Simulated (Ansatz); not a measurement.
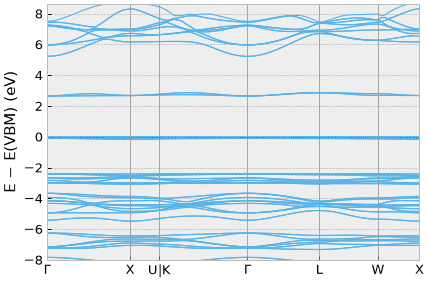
Band structure from r²SCAN with spin–orbit coupling in the plane-wave PAW code Ansatz

### Question
Read off the gap and where the band edges lie.

### Answer
About 2.7 eV (2.65 eV by a search for the band edges); maximum at L, minimum at Γ.

The material is Cs3CoF6 in space group Fm-3m (No. 225; Cs on 8c, Cs on 4b, Co on 4a, F on 24e).

The first step of the workflow began from a Materials Project structure, measured or hypothetical; the Crystallography Open Database copy checked does not list it. Its standing as an ambient phase is unchecked. Symmetry was held in the r²SCAN relaxation; whether a distortion lowers the energy is not shown. No spin polarisation was allowed. No Hubbard U is applied.

Potentials: the later of the program's two PAW sets.
